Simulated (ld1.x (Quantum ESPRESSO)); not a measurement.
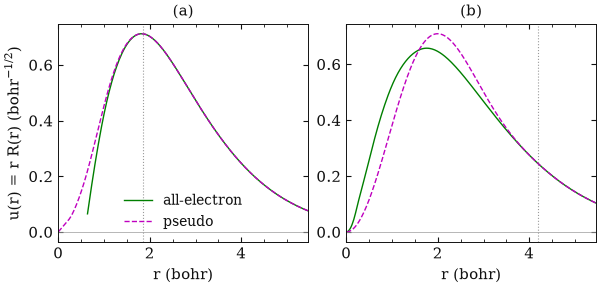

Partial waves u(r) = r R(r), all-electron (solid) and pseudo (dashed). Dotted lines mark the matching radii. The all-electron curves start outside the innermost oscillations, which aren't drawn.

ld1.x (Quantum ESPRESSO) 7.5, revPBE, scalar-relativistic. The levels are (a) -18.00 eV, (b) -14.08 eV.

**Which element and which shells are these?**

Beryllium (Be), core [He], valence 2s0.5 2p0 (charge +1.5): (a) 2s, (b) 2p.

**Are the pseudo-waves norm-conserving?**

Yes. The RRKJ scheme keeps the all-electron norm inside the radius.
